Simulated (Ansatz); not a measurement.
C8H20GeO2 (SMILES C[O][Ge]([O]C)([CH](C)C)[CH](C)C)

```xyz
31

C    -1.8850    0.6023   -2.3422
O    -1.4015   -0.4017   -1.4825
Ge   -0.3187   -0.0426   -0.1217
O    -0.9701    1.4996    0.5123
C    -0.2386    2.2927    1.4067
C    -0.6070   -1.5131    1.1381
C    -2.0606   -1.5384    1.5908
C     0.3599   -1.4472    2.3140
C     1.5365    0.2226   -0.7185
C     1.6443    1.3644   -1.7206
C     2.0893   -1.0804   -1.2846
H    -2.8533    0.2802   -2.7358
H    -1.2106    0.7602   -3.1930
H    -2.0247    1.5584   -1.8277
H     0.8073    2.4303    1.0997
H    -0.2380    1.8774    2.4232
H    -0.7031    3.2820    1.4515
H    -0.4012   -2.4221    0.5604
H    -2.2429   -2.3861    2.2599
H    -2.7421   -1.6228    0.7422
H    -2.3199   -0.6253    2.1338
H     0.2195   -2.3060    2.9786
H     0.1969   -0.5480    2.9152
H     1.4061   -1.4474    1.9958
H     2.1084    0.4848    0.1801
H     1.1146    1.1247   -2.6462
H     1.2252    2.2965   -1.3346
H     2.6908    1.5508   -1.9845
H     1.5083   -1.4115   -2.1501
H     2.0769   -1.8897   -0.5497
H     3.1256   -0.9519   -1.6144
```

Geometry: PBE0-D4/def2-TZVP.

These are results of Ansatz, RKS PBE0-D4/def2-TZVPP, not measurements.

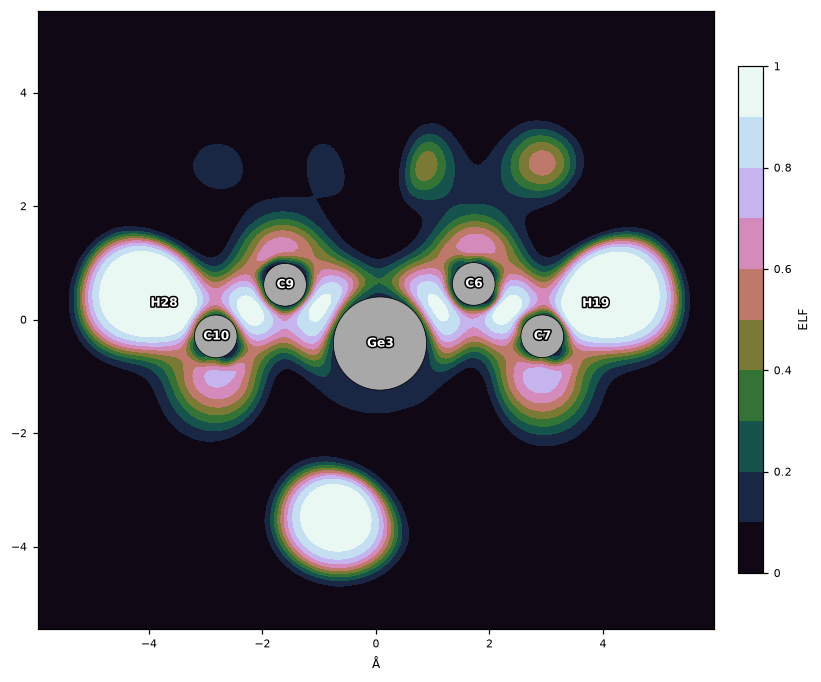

Figure 1. ELF on the plane of atoms C6, Ge3 and C9. Grey discs cover the atomic cores.

> What does the map show?

The plane passes through Ge, C and H nuclei. C–C (1.52 Å): the ELF peaks at about 0.95 between the atoms, as expected for a shared electron pair. C–Ge (1.96 Å): the ELF peaks at about 0.95 between the atoms, as expected for localised, covalent bonding. C–H (1.10 Å): the ELF climbs to about 1 towards the hydrogen, as it does in any bond to H (a covalent bond by its length).

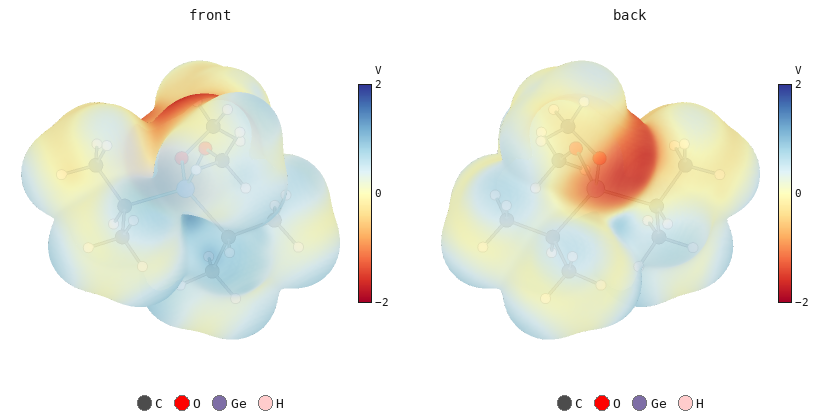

Figure 2. The molecular electrostatic potential painted on the density surface at 0.002 e/bohr³, seen from the front and from behind; red is negative and blue positive.

> Which sites attract a positive test charge, and which a negative one?

A positive charge is drawn to the negative regions and a negative charge to the positive ones. The most negative region (about −1.5 V, or −35 kcal/mol for a unit charge) lies over O2 and O4, the most positive (about +0.9 V, or +21 kcal/mol for a unit charge) over Ge3, C5, C8 and H25.

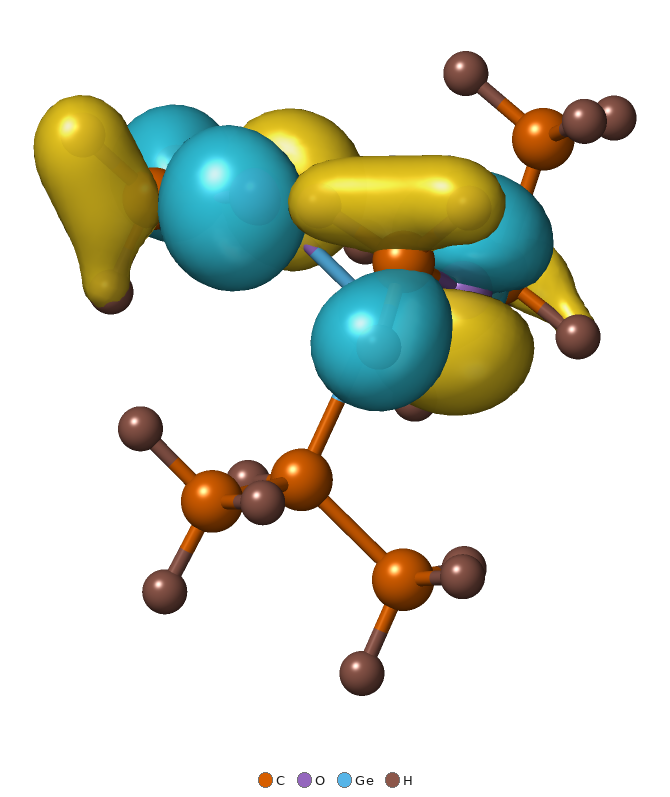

Figure 3. The HOMO−1 at ±0.1 Å⁻³ᐟ² (yellow and cyan are the two phases), seen at an oblique angle.

> Where does this orbital lie, and at what energy?

It lies mainly on O4 (about 30 %), O2 (about 30 %), C1 (about 5 %), Ge3 (about 5 %) and C5 (about 5 %). Its energy is −7.54 eV.

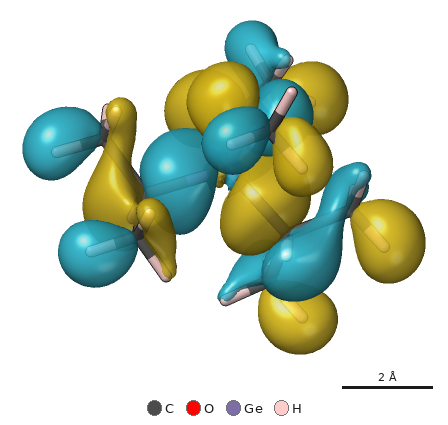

Figure 4. The HOMO at ±0.05 Å⁻³ᐟ² (yellow and cyan are the two phases), seen at an oblique angle.

> Describe this orbital and give its energy.

By Hirshfeld shares it lies mainly on C9 (about 15 %), O2 (about 15 %), O4 (about 15 %), Ge3 (about 15 %) and C6 (about 10 %). Its energy is −6.92 eV.
